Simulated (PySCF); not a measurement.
Silole, SMILES C1=C[SiH2]C=C1 (C4H6Si) at its B3LYP/def2-SVP optimised geometry (Å):

```
11

C      1.0784     0.0153    -0.0001
C      0.6886    -1.2798     0.0000
Si    -1.1931    -1.2798     0.0000
C     -1.2723     0.6002     0.0000
C      0.0053     1.0442     0.0000
H      2.1281     0.3318    -0.0003
H      1.4024    -2.1063    -0.0001
H     -1.8012    -1.9139     1.2082
H     -1.8009    -1.9139    -1.2083
H     -2.1281     1.2787     0.0002
H      0.2772     2.1063     0.0002
```

Level of theory: PySCF with B3LYP/def2-TZVP.

Map of the HOMO amplitude (bohr^(-3/2)) on the plane z = 1.0 Å; orbital energy -6.57 eV, overall sign arbitrary:

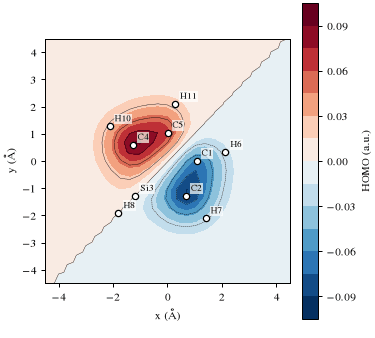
*HOMO amplitude (bohr^(-3/2)) on the plane z = 1.0 Å.*
